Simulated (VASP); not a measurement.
**Geometry relaxation of CaF (part 1 of 2)**

System: CaF (2 atoms in the cell).
Method: Kohn-Sham DFT of a periodic cell, PBE, VASP PAW PBE potentials, recommended, no spin polarisation (VASP 6.6.1).

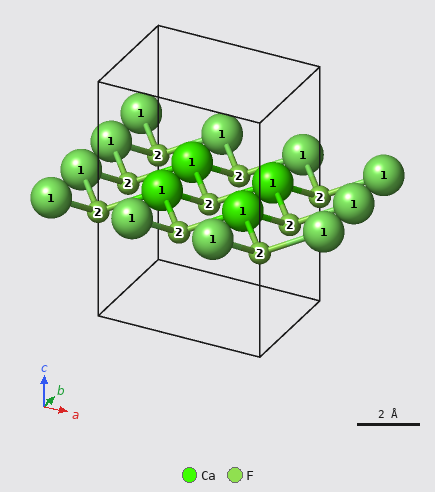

Fig. 1: The starting structure (ball-and-stick view of the 2 × 2 repeat of the cell, with the vacuum cut short, seen slightly off an axis; neighbours outside the cell are drawn fainter; atoms are numbered from 1 in the order of the input). Near neighbours in the crystal (not all of them lie inside the picture): Ca has 3 F at 2.32 Å; F has 3 Ca at 2.32 Å.

INCAR
```
ALGO = Normal
DIPOL = 0.5 0.5 0.294
EDIFF = 1E-7
EDIFFG = -0.01
ENCUT = 520
GGA = PE
IBRION = 2
IDIPOL = 3
ISIF = 2
ISMEAR = 0
LASPH = True
LCHARG = False
LDIPOL = True
LREAL = False
LWAVE = False
NELM = 100
NSW = 60
PREC = Accurate
SIGMA = 0.05
```

KPOINTS
```
k-points
0
Gamma
  8 8 1
```

POSCAR
```
CaF
1.0
    3.7249700000      0.0000000000      0.0000000000
   -1.8624800000      3.2259200000      0.0000000000
    0.0000000000      0.0000000000     25.5276600000
Ca F
1 1
Selective dynamics
Direct
    0.6666700000      0.3333300000      0.3107600000  F F F
    0.0000000000      0.0000000000      0.2768400000  T T T
```

Hardware: 1 thread of Intel Xeon (Emerald Rapids), 192 GiB of memory available, shared host.

Command:
```bash
cat potpaw_PBE.64/Ca_sv/POTCAR potpaw_PBE.64/F/POTCAR > POTCAR
mpirun -np 1 vasp_std > vasp.out
```

OSZICAR
```
N       E                     dE             d eps       ncg     rms          rms(c)
DAV:   1     0.108400905941E+03    0.10840E+03   -0.76234E+03   752   0.964E+02
DAV:   2     0.450066105631E+01   -0.10390E+03   -0.98913E+02   832   0.231E+02
DAV:   3    -0.875938673792E+01   -0.13260E+02   -0.12986E+02   660   0.768E+01
DAV:   4    -0.970566456953E+01   -0.94628E+00   -0.93874E+00   852   0.158E+01
DAV:   5    -0.971758239658E+01   -0.11918E-01   -0.11917E-01   664   0.203E+00    0.619E+00
DAV:   6    -0.869663380732E+01    0.10209E+01   -0.50737E+00   652   0.165E+01    0.261E+00
DAV:   7    -0.867106288094E+01    0.25571E-01   -0.25084E-01   800   0.427E+00    0.149E+00
DAV:   8    -0.864088775841E+01    0.30175E-01   -0.69256E-02   656   0.287E+00    0.291E-01
DAV:   9    -0.863598782673E+01    0.48999E-02   -0.10946E-02   672   0.884E-01    0.116E-01
DAV:  10    -0.863388762664E+01    0.21002E-02   -0.59621E-03   656   0.420E-01    0.629E-02
DAV:  11    -0.863374489122E+01    0.14274E-03   -0.34243E-04   696   0.136E-01    0.476E-02
DAV:  12    -0.863405490336E+01   -0.31001E-03   -0.12526E-03   648   0.245E-01    0.309E-02
DAV:  13    -0.863437706468E+01   -0.32216E-03   -0.16003E-04   696   0.107E-01    0.269E-02
DAV:  14    -0.863464941309E+01   -0.27235E-03   -0.14295E-04   596   0.109E-01    0.924E-03
DAV:  15    -0.863481028503E+01   -0.16087E-03   -0.29741E-05   636   0.542E-02    0.516E-03
DAV:  16    -0.863490568950E+01   -0.95404E-04   -0.14138E-05   628   0.297E-02    0.495E-03
DAV:  17    -0.863496672826E+01   -0.61039E-04   -0.12229E-05   608   0.224E-02    0.287E-03
DAV:  18    -0.863498467222E+01   -0.17944E-04   -0.19348E-06   608   0.711E-03    0.133E-03
DAV:  19    -0.863500101262E+01   -0.16340E-04   -0.19595E-06   516   0.566E-03    0.730E-04
DAV:  20    -0.863500645660E+01   -0.54440E-05   -0.38483E-07   468   0.297E-03    0.289E-04
DAV:  21    -0.863500843560E+01   -0.19790E-05   -0.11438E-07   448   0.114E-03    0.201E-04
DAV:  22    -0.863500970299E+01   -0.12674E-05   -0.90664E-08   424   0.913E-04    0.891E-05
DAV:  23    -0.863500981121E+01   -0.10822E-06   -0.27139E-09   432   0.404E-04    0.722E-05
DAV:  24    -0.863500995662E+01   -0.14541E-06   -0.68566E-09   396   0.317E-04    0.319E-05
DAV:  25    -0.863500996527E+01   -0.86502E-08    0.10140E-09   368   0.170E-04
   1 F= -.86350100E+01 E0= -.86341818E+01  d E =-.863501E+01
       N       E                     dE             d eps       ncg     rms          rms(c)
DAV:   1    -0.863503324690E+01   -0.23290E-04   -0.19109E-02   532   0.118E+00    0.113E-02
DAV:   2    -0.863505875942E+01   -0.25513E-04   -0.27235E-04   572   0.131E-01    0.699E-03
DAV:   3    -0.863505761388E+01    0.11455E-05   -0.27792E-06   664   0.160E-02    0.435E-03
DAV:   4    -0.863505716150E+01    0.45238E-06   -0.12105E-06   628   0.110E-02    0.191E-03
DAV:   5    -0.863505720912E+01   -0.47616E-07   -0.60973E-07   660   0.728E-03
   2 F= -.86350572E+01 E0= -.86342291E+01  d E =-.472438E-04
       N       E                     dE             d eps       ncg     rms          rms(c)
DAV:   1    -0.863493991824E+01    0.11724E-03   -0.17196E-01   504   0.354E+00    0.349E-02
DAV:   2    -0.863517370815E+01   -0.23379E-03   -0.24825E-03   572   0.396E-01    0.217E-02
DAV:   3    -0.863516348838E+01    0.10220E-04   -0.26126E-05   664   0.494E-02    0.133E-02
DAV:   4    -0.863515856757E+01    0.49208E-05   -0.10851E-05   628   0.326E-02    0.596E-03
DAV:   5    -0.863515841229E+01    0.15527E-06   -0.56695E-06   660   0.223E-02    0.150E-03
DAV:   6    -0.863515878886E+01   -0.37656E-06   -0.11479E-06   660   0.825E-03    0.128E-03
DAV:   7    -0.863515899491E+01   -0.20606E-06   -0.14075E-07   440   0.396E-03    0.364E-04
DAV:   8    -0.863515917667E+01   -0.18176E-06   -0.34265E-08   368   0.149E-03    0.169E-04
DAV:   9    -0.863515945473E+01   -0.27806E-06   -0.20056E-08   408   0.110E-03    0.168E-04
DAV:  10    -0.863515956342E+01   -0.10870E-06   -0.58475E-09   372   0.589E-04    0.115E-04
DAV:  11    -0.863515970765E+01   -0.14422E-06   -0.84259E-09   380   0.525E-04    0.581E-05
DAV:  12    -0.863515974024E+01   -0.32591E-07   -0.80657E-10   372   0.283E-04
   3 F= -.86351597E+01 E0= -.86343316E+01  d E =-.149775E-03
       N       E                     dE             d eps       ncg     rms          rms(c)
DAV:   1    -0.863429486416E+01    0.86484E-03   -0.68777E-01   504   0.708E+00    0.720E-02
DAV:   2    -0.863524924152E+01   -0.95438E-03   -0.10135E-02   564   0.803E-01    0.462E-02
DAV:   3    -0.863520505835E+01    0.44183E-04   -0.11229E-04   668   0.103E-01    0.276E-02
DAV:   4    -0.863518388964E+01    0.21169E-04   -0.44413E-05   624   0.654E-02    0.127E-02
DAV:   5    -0.863518151954E+01    0.23701E-05   -0.23608E-05   660   0.460E-02    0.341E-03
DAV:   6    -0.863518230407E+01   -0.78454E-06   -0.56329E-06   660   0.187E-02    0.279E-03
DAV:   7    -0.863518276356E+01   -0.45949E-06   -0.77217E-07   612   0.870E-03    0.581E-04
DAV:   8    -0.863518316085E+01   -0.39729E-06   -0.55978E-08   416   0.217E-03    0.338E-04
DAV:   9    -0.863518385896E+01   -0.69811E-06   -0.68843E-08   400   0.178E-03    0.290E-04
DAV:  10    -0.863518411334E+01   -0.25438E-06   -0.18509E-08   396   0.107E-03    0.224E-04
DAV:  11    -0.863518446155E+01   -0.34821E-06   -0.50534E-08   408   0.982E-04    0.731E-05
DAV:  12    -0.863518455527E+01   -0.93726E-07   -0.26700E-09   384   0.432E-04
   4 F= -.86351846E+01 E0= -.86343564E+01  d E =-.174590E-03
```

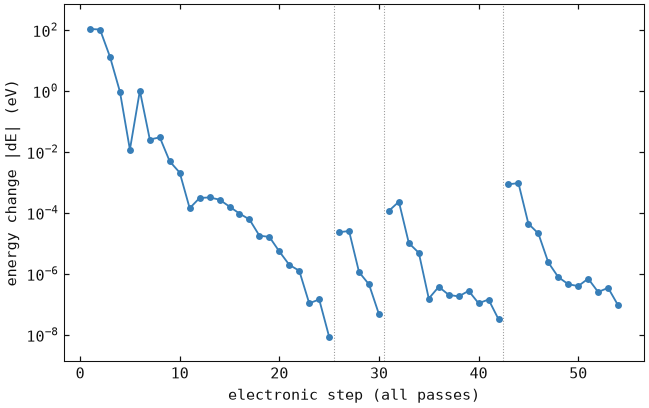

Fig. 2: Convergence of the self-consistent field: energy change |dE| against the electronic step. Each stretch between dotted lines is the SCF of one geometry step of a relaxation. The 4 ionic steps take 5 to 25 electronic steps each. The density is held fixed in the first few steps, and dE rises again when its update begins.

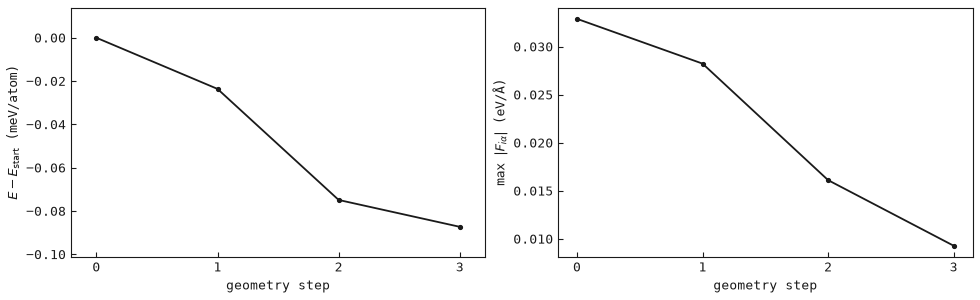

Fig. 3: Progress of the relaxation, step by step (steps are counted from 0). The largest moves, 0.008 Å, are those of Ca1 and F2. Largest moves by element: Ca 0.008 Å, F 0.008 Å. The cell stays as it was. Among the contacts that change: Ca1–F2 2.318 → 2.324 Å. Over 3 geometry steps the energy falls by 0.1 meV per atom. Largest force component: 0.033 eV/Å at the start, 0.0093 eV/Å at the end. (Atoms are counted from 1 in the order of the input.)

Parts of OUTCAR
```
EDIFF = 1E-7
   EDIFFG = -0.01
   ENCUT = 520
   GGA = PE
   IBRION = 2
   ISIF = 2
   ISMEAR = 0
   LASPH = True
   LREAL = False
   NELM = 100
   NSW = 60
   PREC = Accurate

 ion  position               nearest neighbor table
   1  0.667  0.333  0.311-   2 2.32   2 2.32   2 2.32
   2  0.000  0.000  0.277-   1 2.32   1 2.32   1 2.32

  LATTYP: Found a hexagonal cell.
 ALAT       =     3.7249700000
 C/A-ratio  =     6.8531182801

  Lattice vectors:

 A1 = (   3.7249700000,   0.0000000000,   0.0000000000)
 A2 = (  -1.8624800000,   3.2259200000,   0.0000000000)
 A3 = (   0.0000000000,   0.0000000000,  25.5276600000)

Analysis of symmetry for initial positions (statically):
=====================================================================
 Subroutine PRICEL returns:
 Original cell was already a primitive cell.

 Routine SETGRP: Setting up the symmetry group for a
 hexagonal supercell.

 Subroutine GETGRP returns: Found  2 space group operations
 (whereof  2 operations were pure point group operations)
 out of a pool of 24 trial point group operations.

The static configuration has the point symmetry C_1h.

Analysis of symmetry for dynamics (positions and initial velocities):
=====================================================================
 Subroutine PRICEL returns:
 Original cell was already a primitive cell.

 Routine SETGRP: Setting up the symmetry group for a
 hexagonal supercell.

 Subroutine GETGRP returns: Found  2 space group operations
 (whereof  2 operations were pure point group operations)
 out of a pool of 24 trial point group operations.

The dynamic configuration has the point symmetry C_1h.

Analysis of constrained symmetry for selective dynamics:
=====================================================================
 Subroutine PRICEL returns:
 Original cell was already a primitive cell.

 Routine SETGRP: Setting up the symmetry group for a
 hexagonal supercell.

 Subroutine GETGRP returns: Found  2 space group operations
 (whereof  2 operations were pure point group operations)
 out of a pool of 24 trial point group operations.

The constrained configuration has the point symmetry C_1h.

 Subroutine INISYM returns: Found  2 space group operations
 (whereof  2 operations are pure point group operations),
 and found     1 'primitive' translations

----------------------------------------------------------------------------------------

                                     Primitive cell

  volume of cell :     306.7520

  direct lattice vectors                    reciprocal lattice vectors
     3.724970000  0.000000000  0.000000000     0.268458538  0.154994128  0.000000000
    -1.862480000  3.225920000  0.000000000     0.000000000  0.309989088  0.000000000
     0.000000000  0.000000000 25.527660000     0.000000000  0.000000000  0.039173195

  length of vectors
     3.724970000  3.724968671 25.527660000     0.309988978  0.309989088  0.039173195

  position of ions in fractional coordinates (direct lattice)
     0.666670000  0.333330000  0.310760000
     0.000000000  0.000000000  0.276840000

  ion indices of the primitive-cell ions
   primitive index   ion index
                 1           1
                 2           2

----------------------------------------------------------------------------------------

 KPOINTS: k-points

Automatic generation of k-mesh.
 Grid dimensions read from file:
 generate k-points for:    8    8    1

 Generating k-lattice:

  Cartesian coordinates                     Fractional coordinates (reciprocal lattice)
     0.033557317  0.019374266  0.000000000     0.125000000  0.000000000  0.000000000
     0.000000000  0.038748636  0.000000000     0.000000000  0.125000000  0.000000000
     0.000000000  0.000000000  0.039173195     0.000000000  0.000000000  1.000000000

  Length of vectors
     0.038748622  0.038748636  0.039173195

  Shift w.r.t. Gamma in fractional coordinates (k-lattice)
     0.000000000  0.000000000  0.000000000

 Subroutine IBZKPT returns following result:
 ===========================================

 Found     21 irreducible k-points:

 Following reciprocal coordinates:
            Coordinates               Weight
  0.000000  0.000000  0.000000      1.000000
  0.125000  0.000000  0.000000      4.000000
 -0.125000  0.125000  0.000000      2.000000
  0.250000  0.000000  0.000000      4.000000
 -0.250000  0.250000  0.000000      2.000000
  0.375000  0.000000  0.000000      4.000000
 -0.375000  0.375000  0.000000      2.000000
  0.500000  0.000000  0.000000      2.000000
  0.500000  0.500000  0.000000      1.000000
  0.125000  0.125000  0.000000      2.000000
 -0.125000  0.250000  0.000000      4.000000
  0.250000  0.125000  0.000000      4.000000
 -0.125000  0.375000  0.000000      4.000000
 -0.375000  0.250000  0.000000      4.000000
  0.375000  0.125000  0.000000      4.000000
 -0.125000  0.500000  0.000000      4.000000
  0.500000  0.375000  0.000000      4.000000
  0.250000  0.250000  0.000000      2.000000
 -0.250000  0.500000  0.000000      4.000000
  0.375000  0.250000  0.000000      4.000000
  0.375000  0.375000  0.000000      2.000000
   k-points           NKPTS =     21   k-points in BZ     NKDIM =     21   number of bands    NBANDS=     12
   number of dos      NEDOS =    301   number of ions     NIONS =      2
   total plane-waves  NPLWV = 150528
   dimension x,y,z NGX =    28 NGY =   28 NGZ =  192
   dimension x,y,z NGXF=    56 NGYF=   56 NGZF=  384
   ions per type =               1   1
   NGX,Y,Z   is equivalent  to a cutoff of  12.50, 12.50, 12.50 a.u.
   NGXF,Y,Z  is equivalent  to a cutoff of  24.99, 24.99, 25.01 a.u.
 SYSTEM =  unknown system
   PREC   = accura    normal or accurate (medium, high low for compatibility)
   ISTART =      0    job   : 0-new  1-cont  2-samecut
   ICHARG =      2    charge: 1-file 2-atom 10-const
   ISPIN  =      1    spin polarized calculation?
   LNONCOLLINEAR =      F non collinear calculations
   LSORBIT =      F    spin-orbit coupling
   LASPH  =      T    aspherical Exc in radial PAW
   ENCUT  =  520.0 eV  38.22 Ry    6.18 a.u.   6.93  6.93 47.46*2*pi/ulx,y,z
   NELM   =    100;   NELMIN=  2; NELMDL= -5     # of ELM steps
   EDIFF  = 0.1E-06   stopping-criterion for ELM
   LREAL  =      F    real-space projection
   EDIFFG = -.1E-01   stopping-criterion for IOM
   NSW    =     60    number of steps for IOM
   IBRION =      2    ionic relax: 0-MD 1-quasi-New 2-CG
   NFREE  =      1    steps in history (QN), initial steepest desc. (CG)
   ISIF   =      2    stress and relaxation
   ISYM   =      2    0-nonsym 1-usesym 2-fastsym
   POTIM  = 0.5000    time-step for ionic-motion
   TEBEG  =    0.0;   TEEND  =   0.0 temperature during run
   PSTRESS=    0.0 pullay stress
   NELECT =      17.0000    total number of electrons
   NUPDOWN=      -1.0000    fix difference up-down
   EMIN   =  10.00;   EMAX   =-10.00  energy-range for DOS
   EFERMI =   0.00;   METHOD = LEGACY
   ISMEAR =     0;   SIGMA  =   0.05  broadening in eV -4-tet -1-fermi 0-gaus
   EFERMI_NEDOS =   21; number of points for ismear=-14 and -15
   IALGO  =     38    algorithm
   IMIX   =      4    mixing-type and parameters
     AMIX     =   0.40;   BMIX     =  1.00
     AMIX_MAG =   1.60;   BMIX_MAG =  1.00
  volume/ion in A,a.u.               =     153.38      1035.03
  Fermi-wavevector in a.u.,A,eV,Ry     =   0.624159  1.179490  5.300485  0.389575
  Thomas-Fermi vector in A             =   1.684619
   LORBIT       =      0    0 simple, 1 ext, 2 COOP (PROOUT), +10 PAW based schemes
   GGA     = PE    functional components
   LHFCALC =     F    Hartree Fock is set to
   AEXX    =    0.0000 exact exchange contribution
   IVDW    =     0    specifies the selected vdW correction
   LEPSILON=     F    determine dielectric tensor
   LRPA    =     F    only Hartree local field effects (RPA)
 conjugate gradient relaxation of ions
 non-spin polarized calculation
```
